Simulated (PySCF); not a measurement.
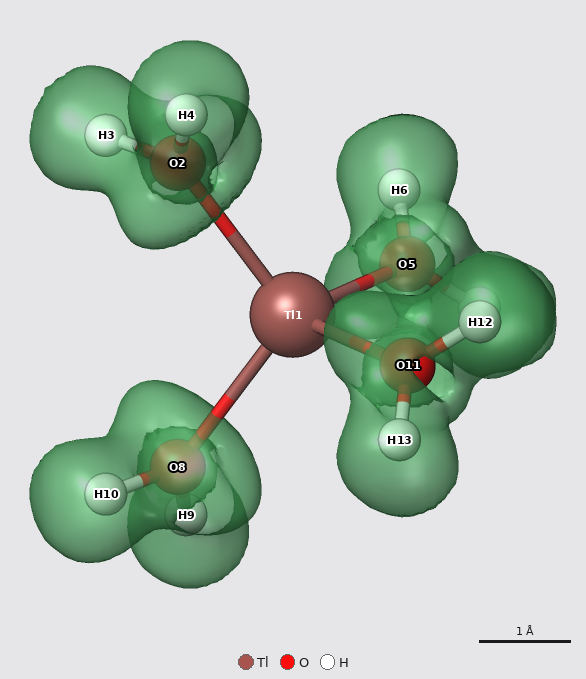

Figure. H₈O₄Tl (charge +3). Isosurface of the ELF at 0.75 (green), seen across its widest extent. Only the valence region is drawn (cores and ρ < 0.01 e/Å³ removed).

Core potentials replace the inner electrons of Tl.

Theory: RKS PBE0, Tl def2-SVP with ECP60, O def2-SVP, H def2-SVP; non-relativistic Hamiltonian with scalar-relativistic core potentials where named; density fitting (PySCF).

The calculation's input:

```
mol = gto.M(atom='''
Tl     0.00018     0.00000    -0.00000
O      1.27497     1.29223     1.22372
H      2.07445     1.00599     1.72079
H      1.18362     2.26926     1.30526
O     -1.27436    -1.22397     1.29228
H     -1.18318    -1.30518     2.26924
H     -2.07560    -1.71951     1.00566
O      1.27497    -1.29223    -1.22372
H      1.18362    -2.26926    -1.30526
H      2.07445    -1.00599    -1.72079
O     -1.27436     1.22397    -1.29228
H     -2.07560     1.71951    -1.00566
H     -1.18318     1.30518    -2.26924''',
    basis={'Tl': 'def2-SVP', 'O': 'def2-SVP', 'H': 'def2-SVP'},
    ecp={'Tl': 'def2-SVP'},
    charge=3, spin=0)
mf = dft.RKS(mol, xc='PBE0')
mf.grids.atom_grid = (75, 302)  # f atoms: at least (60, 302), unpruned
mf = mf.density_fit()  # Tl def2-universal-JKFIT, O def2-universal-JKFIT, H def2-universal-JKFIT
mf.conv_tol = 1e-09; mf.max_cycle = 55
mf.kernel(dm0)
```

Command:

```sh
OMP_NUM_THREADS=2 python run.py
```

Identify the bonds, lone pairs and shells in this picture.

At this value the surface marks out four joined regions spread over several atoms (H, O), in which their bonds and any lone pairs are merged. Profiles from the grid: Tl–O (2.19 Å): the ELF peaks at about 0.85 in the valence shell of O, 0.6 Å from its nucleus, and drops to about 0.15 between the two atoms. O–H (0.98 Å): the ELF climbs to about 1 towards the hydrogen, as it does in any bond to H (a covalent bond by its length).
